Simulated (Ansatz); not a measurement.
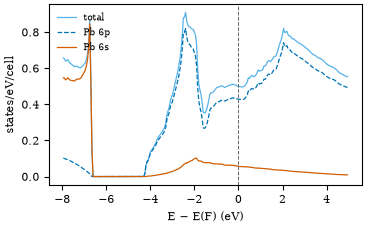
Fig. 1. Total and projected density of states of Pb (fcc (Cu type), space group No. 225), PBEsol (plane waves, PAW; program Ansatz)

Which orbitals carry the states next to the Fermi level?

Within 0.5 eV of the Fermi level: Pb 6p 86 %, Pb 6s 11 %. Projections are on Löwdin-orthogonalised atomic valence shells; empty p or d shells of many metals are not among them.

Where is the tallest occupied peak in this window, and what makes it?

Near -2.4 eV, about 0.91 states/eV per cell; the largest projected share is Pb 6p.

Space group Fm-3m (fcc (Cu type)). Symmetry was held in the PBEsol relaxation. Scalar-relativistic: spin–orbit coupling is off unless named, which matters more the heavier the elements.

Potentials: the later of the program's two PAW sets.
